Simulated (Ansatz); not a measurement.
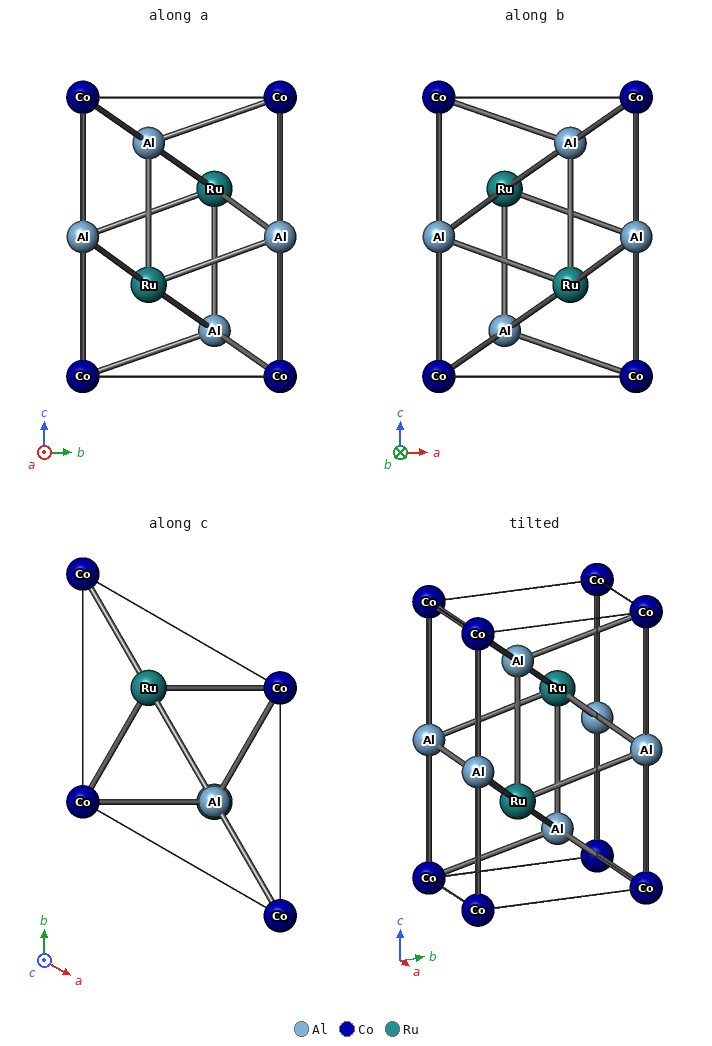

Structure drawing (ball-and-stick), viewed along the a axis, along the b axis, along the c axis and slightly off an axis. The edges of the conventional unit cell are marked.

Lattice parameters: a = 4.1884 Å, b = 4.1884 Å, c = 5.1323 Å, α = 90.000°, β = 90.000°, γ = 120.000°.

Write down what is shown as a CIF with its space group and independent sites, with free fractional coordinates to two decimals.

Answer.
```cif
data_structure
_symmetry_space_group_name_H-M 'P -3 m 1'
_symmetry_Int_Tables_number 164
_cell_length_a 4.1884
_cell_length_b 4.1884
_cell_length_c 5.1323
_cell_angle_alpha 90.000
_cell_angle_beta 90.000
_cell_angle_gamma 120.000
_cell_volume 77.97
loop_
_atom_site_label
_atom_site_type_symbol
_atom_site_symmetry_multiplicity
_atom_site_Wyckoff_symbol
_atom_site_fract_x
_atom_site_fract_y
_atom_site_fract_z
_atom_site_occupancy
Al1 Al 2 d 0.6667 0.3333 0.84 1
Al2 Al 1 b 0.00 0.00 0.50 1
Co1 Co 1 a 0.00 0.00 0.00 1
Ru1 Ru 2 d 0.6667 0.3333 0.33 1
```

Its origin is a structure type filled with these elements by a generator (whether the compound takes this form wasn't checked). Cell shown after relaxation with Ansatz 0.2.0, DFT PBE, scalar-relativistic, plane waves, PAW.
